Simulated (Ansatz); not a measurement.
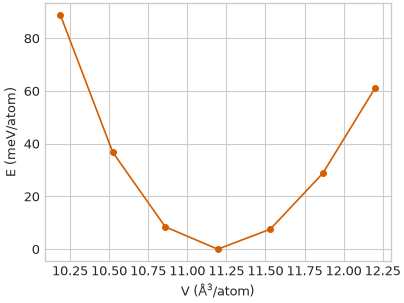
PtC in space group P-6m2 (No. 187; Pt on 1a, C on 1d) under volume change, the program Ansatz at the r²SCAN level (PAW), shape and atoms relaxed at each volume.

Task: What does a third-order Birch–Murnaghan fit give for V₀, B₀ and B′?

Result: V₀ = 11.19 Å³/atom, B₀ = 259 GPa, B′ = 5.2.

The start of the workflow was typed in or built on a structure type; neither database checked (COD, Materials Project) lists it. Its standing as an ambient phase is unchecked. Symmetry was held in the r²SCAN relaxation; whether a distortion lowers the energy is not shown. No spin polarisation was allowed. Its formation energy is positive at this level, so the cell may be metastable or incomplete. Scalar-relativistic: spin–orbit coupling is off unless named, which matters more the heavier the elements.

Potentials: the earlier of the program's two PAW sets.
